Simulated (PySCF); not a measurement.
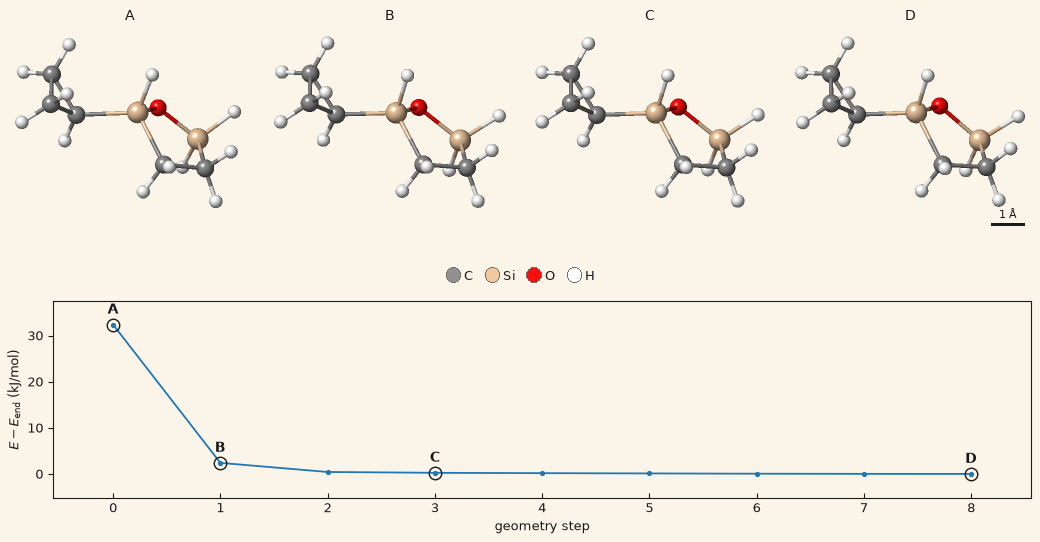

Frames of a relaxation of C5H12OSi2, marked on the history of the run. A ball-and-stick model, seen from a free direction.

The start comes from GFN2-xTB. Its atoms were then displaced at random by about 0.01 Å.

The calculation used PySCF, PBE0-D3(BJ)/def2-SVP geometry optimisation, gas phase. 

### Describe the path.

Over 8 geometry steps the energy falls by 32.4 kJ/mol. The largest move after the best rigid fit is that of an H atom, 0.21 Å. Largest moves by element: H 0.21 Å, O 0.10 Å, C 0.08 Å, Si 0.07 Å. Among the contacts that change: C–Si 1.920 → 1.852 Å, O–Si 1.630 → 1.685 Å, C–C 1.504 → 1.544 Å, C–H 1.056 → 1.095 Å. Among the angles between lasting bonds that change: C–Si–H 112.3° → 107.3°, H–Si–H 113.4° → 108.7°, C–Si–O 109.0° → 112.8°. From step 0 to 1: an H atom moves most (0.24 Å), energy −30.0 kJ/mol. From step 1 to 3: an H atom moves most (0.08 Å), energy −2.15 kJ/mol. From step 3 to 8: an H atom moves most (0.08 Å), energy −0.25 kJ/mol.

```json
{"step": "0", "E − E(0), kJ/mol": "0.00"}
{"step": "1", "E − E(0), kJ/mol": "-29.96"}
{"step": "2", "E − E(0), kJ/mol": "-31.94"}
{"step": "3", "E − E(0), kJ/mol": "-32.12"}
{"step": "4", "E − E(0), kJ/mol": "-32.19"}
{"step": "5", "E − E(0), kJ/mol": "-32.25"}
{"step": "6", "E − E(0), kJ/mol": "-32.31"}
{"step": "7", "E − E(0), kJ/mol": "-32.35"}
{"step": "8", "E − E(0), kJ/mol": "-32.36"}
```
